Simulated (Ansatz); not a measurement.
# GaH2(CH2SiH3) (CH7GaSi): trial inputs and their diagnosis

2 inputs were typed for GaH2(CH2SiH3) (CH7GaSi). Each is run as it stands; the log then has to tell whether the result can be used.

Method: the settings change from run to run; program: Ansatz 0.2.0, Gaussian basis.

### Step 1. The geometry

An earlier PBE0-D4/def2-SVP relaxation fixed the geometry.

10 atoms, charge 0, spin multiplicity 1.

Atoms are counted from 1 here; the program's logs count them from 0.

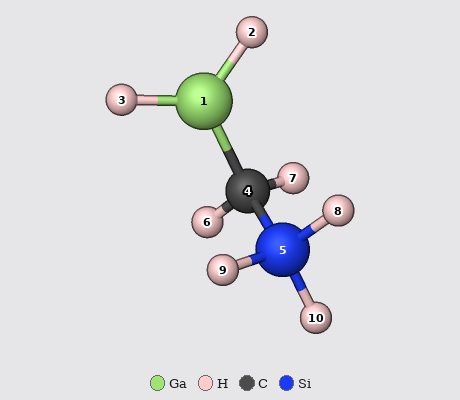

The structure; gallium green, hydrogen pink, carbon dark grey, silicon blue; atoms are numbered from 1 in the order of the file.

### Step 2. Input 1

Contents of in.yaml:

```yaml
crystal:
  periodic: [false, false, false]
  atoms:
    - {symbol: Ga, position_ang: [1.890984, 3.163268, -1.482861]}
    - {symbol: H, position_ang: [5.343629, 3.152875, -1.287824]}
    - {symbol: H, position_ang: [0.133489, 6.141621, -1.474879]}
    - {symbol: C, position_ang: [-0.259527, -0.592555, -1.655819]}
    - {symbol: Si, position_ang: [-1.270372, -2.034871, 2.082344]}
    - {symbol: H, position_ang: [-2.307710, -0.298072, -2.923214]}
    - {symbol: H, position_ang: [1.107931, -2.264163, -2.761662]}
    - {symbol: H, position_ang: [1.434498, -2.508020, 3.904338]}
    - {symbol: H, position_ang: [-3.172998, 0.132825, 3.676054]}
    - {symbol: H, position_ang: [-2.899969, -4.892929, 1.923545]}
basis:
  gaussian: {orbitals: cc-pVDZ, fitting: {mean_field: def2-universal-jkfit}}
hamiltonian: {xc: {name: B97}}
accuracy: high
```

On the command line:

```
$ ansatz run in.yaml --threads 4 --pin off --events-out ev --progress --plain --max-ram 3916MiB
```

The program printed:

```text
Functional definition: B97
  name "B97"
  cite "Becke, J. Chem. Phys. 107, 8554 (1997) doi:10.1063/1.475007"
  parameter cx = 0.1943
  parameter cx0 = 0.8094
  parameter cx1 = 0.5073
  parameter cx2 = 0.7481
  parameter css0 = 0.1737
  parameter css1 = 2.3487
  parameter css2 = -2.4868
  parameter cos0 = 0.9454
  parameter cos1 = 0.7471
  parameter cos2 = -4.5961
  exchange = spin_sum(e_x_unif_s*poly(b97_u_x, cx0, cx1, cx2)) + cx*exact_x
  correlation = spin_sum(e_c_pw_same_spin*poly(b97_u_same, css0, css1, css2))
      + integral(e_c_pw_opposite_spin*poly(b97_u_opposite, cos0, cos1, cos2))
595 factors; integrals over basis functions are off by at most 6.6e-1 eV
mean field evaluation 1: about -61352.3915 eV, gradient 4.1e1 eV
mean field evaluation 2: about -61236.6349 eV, gradient 1.5e2 eV
mean field evaluation 4: about -61254.7575 eV, gradient 1.1e2 eV
mean field evaluation 8: about -61368.6595 eV, gradient 9.1e-1 eV
mean field evaluation 16: about -61368.6785 eV, gradient 3.2e-8 eV
mean field evaluation 32: about -61368.6362 eV, gradient 1.2e0 eV
mean field evaluation 64: about -61368.4654 eV, gradient 9.8e-1 eV
mean field evaluation 96: about -61367.6812 eV, gradient 6.6e0 eV
mean field -61368.67852390 eV, -2255.2573385692 hartree, gradient 3.2e-8 eV, S^2 0.000000; 6 other end points of the search recorded, 0 dependent functions left out
reference -61368.67852835 eV, -2255.2573387324 hartree; 29, 29 occupied and 65, 65 virtual orbitals, 595 factors
Total energy: -61368.67852835 eV, -2255.2573387324 hartree
```

Run time: 18 s. Hardware: 4 threads of Arm Neoverse V2, shared host.

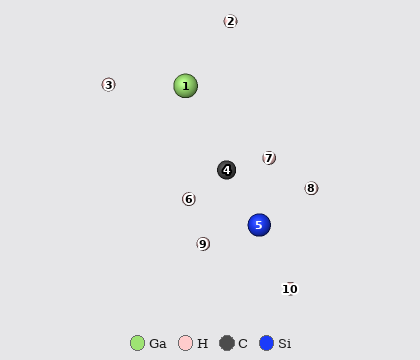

The geometry of this input.

What is wrong: It ended without an error, which proves nothing about the input. The geometry is stretched to more than twice its size. The shortest distance is 2.43 Å (C4–H7), against 1.10 Å in the relaxed molecule. Its energy is no property of the relaxed molecule. To mend it, use the relaxed coordinates.

### Step 3. Input 2

Contents of in.yaml:

```yaml
crystal:
  periodic: [false, false, false]
  atoms:
    - {symbol: Ga, position_ang: [0.859538, 1.437849, -0.674028]}
    - {symbol: H, position_ang: [2.428922, 1.433125, -0.585375]}
    - {symbol: Xx, position_ang: [0.060677, 2.791646, -0.670399]}
    - {symbol: C, position_ang: [-0.117967, -0.269343, -0.752645]}
    - {symbol: Si, position_ang: [-0.577442, -0.924941, 0.946520]}
    - {symbol: H, position_ang: [-1.048959, -0.135487, -1.328734]}
    - {symbol: H, position_ang: [0.503605, -1.029165, -1.255301]}
    - {symbol: H, position_ang: [0.652045, -1.140009, 1.774699]}
    - {symbol: H, position_ang: [-1.442272, 0.060375, 1.670934]}
    - {symbol: H, position_ang: [-1.318168, -2.224059, 0.874339]}
basis:
  gaussian: {orbitals: cc-pVDZ}
total_charge: 1
magnetization: {spin_polarized: true, initial_magnetization: 1}
hamiltonian: {xc: {name: r2SCAN0}, dispersion: d3bj}
scf: {omitted_lower_state_checks: [starts]}
output: {forces: true}
```

Launched as before.

The program printed:

```text
Error: YAML parse error: error: line 6 column 16: `Xx` is not an element symbol (H … Og, case-exact)
 --> <input>:6:16
  |
4 |     - {symbol: Ga, position_ang: [0.859538, 1.437849, -0.674028]}
5 |     - {symbol: H, position_ang: [2.428922, 1.433125, -0.585375]}
6 |     - {symbol: Xx, position_ang: [0.060677, 2.791646, -0.670399]}
  |                ^ `Xx` is not an element symbol (H … Og, case-exact)
7 |     - {symbol: C, position_ang: [-0.117967, -0.269343, -0.752645]}
8 |     - {symbol: Si, position_ang: [-0.577442, -0.924941, 0.946520]}
  |
```

It took 0.05 s on 4 threads of Arm Neoverse V2, shared host.

Diagnosis: Refused before any calculation. An element symbol is wrong. It also asks for charge 1 and multiplicity 2, another species or state than the molecule above. Cure: correct the symbol, and set charge and spin to those of the species named.

### Step 4. How the tries ended

```
input            level      ended                                                  cause    time
    1      B97/cc-pVDZ  converged  the geometry is stretched to more than twice its size    18 s
    2  r2SCAN0/cc-pVDZ    refused                             an element symbol is wrong  0.05 s
```

1 converged, 1 refused. A refusal costs next to no computing time. The dangerous case is the input that converges on a wrong geometry, charge, spin, basis or grid: often only a look at the input shows it.
